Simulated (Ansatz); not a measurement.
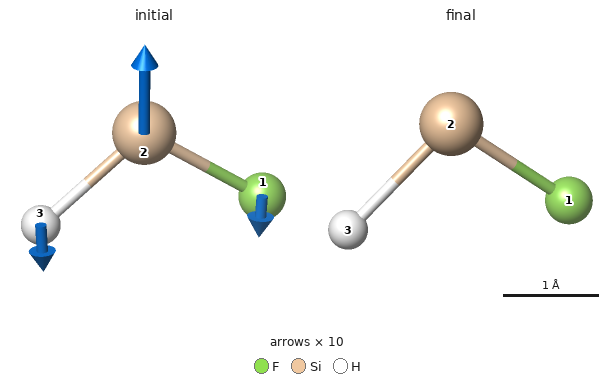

The structure of SiHF (coarse preliminary run) before (left) and after (right) a relaxation, at one scale. The blue arrows give the displacements, 10 times their true length.

A ball-and-stick model, seen at a tilt.

The start comes from a force field.

The calculation used RKS PBE-D4/def2-SVP (Ansatz).

Input file:
```yaml
crystal:
  periodic: [false, false, false]
  atoms:
    - {symbol: F, position_ang: [-1.112600, 0.075900, -0.609000]}
    - {symbol: Si, position_ang: [0.172800, 0.540000, 0.156100]}
    - {symbol: H, position_ang: [0.928800, -0.680700, 0.439700]}
basis:
  gaussian: {orbitals: def2-SVP}
hamiltonian: {xc: pbe, dispersion: d4}
relax: {f_tol: 0.03, max_steps: 200}
```

Question: Describe what moved and what it gained.

Answer: Over 4 geometry steps the energy falls by 6.14 kcal/mol. Largest force component: 3.2 eV/Å at the start, 0.019 eV/Å at the end. Si2 moves most after the best rigid fit: 0.10 Å. By element the largest moves are Si 0.10 Å, H 0.05 Å, F 0.05 Å. Among the contacts that change: Si2–H3 1.464 → 1.567 Å, F1–Si2 1.566 → 1.653 Å. Bond angles that change, for instance: F1–Si2–H3 105.8° → 96.9°. The run took about 2.6 core-seconds on a shared host.
